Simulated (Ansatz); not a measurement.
# CHSi (quartet): RPA-PBE over a scan of the distance C2–H3, 6-31G

How well do these functionals follow the top wave-function level for CHSi (quartet) over a scan of the distance C2–H3?

Computed with Ansatz 0.2.0, Gaussian basis. Level: 6-31G, all electrons in the functionals, frozen cores in the correlation of double hybrids and RPA.

To be run: RPA-PBE, at 0.862 Å; 0.983 Å; 1.096 Å; 1.175 Å; 1.322 Å; 1.530 Å; 1.780 Å; 2.025 Å; 2.441 Å; 2.895 Å; 3.752 Å.

18 further runs of the same task are left out: 2 for a mislabelled method, 13 that didn't finish, 3 set aside as unsound or not needed.

### Step 1. What is computed

The geometry derives from a PBE0/def2-TZVP stationary point (not a proven minimum). One bond is set to the value named and the two fragments are kept rigid.

3 atoms, charge 0, spin multiplicity 4.

Atoms are counted from 1 here; the program's logs count them from 0.

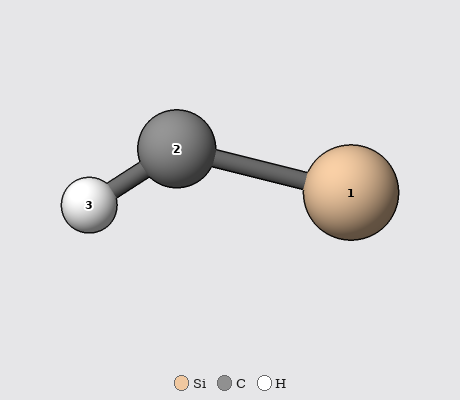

The structure; silicon light orange, carbon grey, hydrogen white; atoms are numbered from 1 in the order of the file.

No dispersion term is added.

The geometry shown and the zero of energy belong to the point 1.096 Å. The yardstick, FCI, and other wave-function levels (R restricted, U unrestricted, valence and pair active spaces) come from earlier runs.

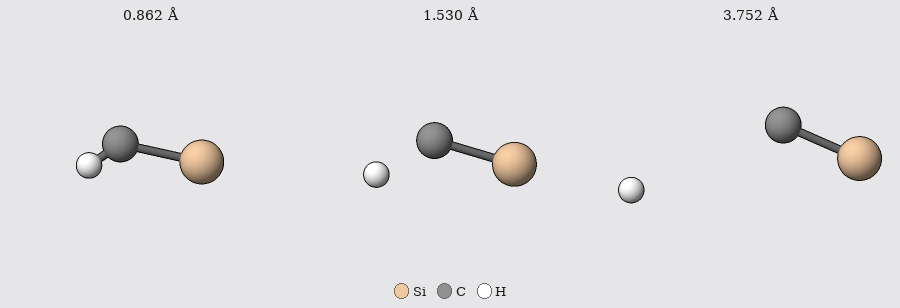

Three points of the scan; sticks are drawn by distance.

### Step 2. RPA-PBE, 0.862 Å

in.yaml reads:

```yaml
crystal:
  periodic: [false, false, false]
  atoms:
    - {symbol: Si, position_ang: [0.000000, 0.036391, 0.612975]}
    - {symbol: C, position_ang: [0.000000, -0.123185, -1.272812]}
    - {symbol: H, position_ang: [0.000000, 0.453893, -1.913143]}
basis:
  gaussian: {orbitals: 6-31G}
magnetization: {spin_polarized: true, initial_magnetization: 3}
hamiltonian: {xc: {name: PBE}}
correlation: {method: rpa, electrons: outside_noble_gas}
```

Started as:

```console
> ansatz run in.yaml --threads 1 --pin off --events-out ev --progress --plain --max-ram 2393MiB
```

Further steps of the session: RPA-PBE, 0.983 Å; RPA-PBE, 1.096 Å; RPA-PBE, 1.175 Å; RPA-PBE, 1.322 Å; RPA-PBE, 1.530 Å; RPA-PBE, 1.780 Å; RPA-PBE, 2.025 Å; RPA-PBE, 2.441 Å; RPA-PBE, 2.895 Å; RPA-PBE, 3.752 Å.

Q: Predict the results of all the runs planned. Wanted: span of the FCI curve; largest miss, RPA-PBE.

As calculated:

| quantity | value |
| --- | --- |
| span of the FCI curve | 240.1 kJ/mol |
| largest miss, RPA-PBE | -5.0 kJ/mol (1.530 Å) |

RPA-PBE strays by up to 5.0 kJ/mol, at 1.530 Å. Functionals and the yardstick converge differently with the basis, so part of each miss in 6-31G is the basis.
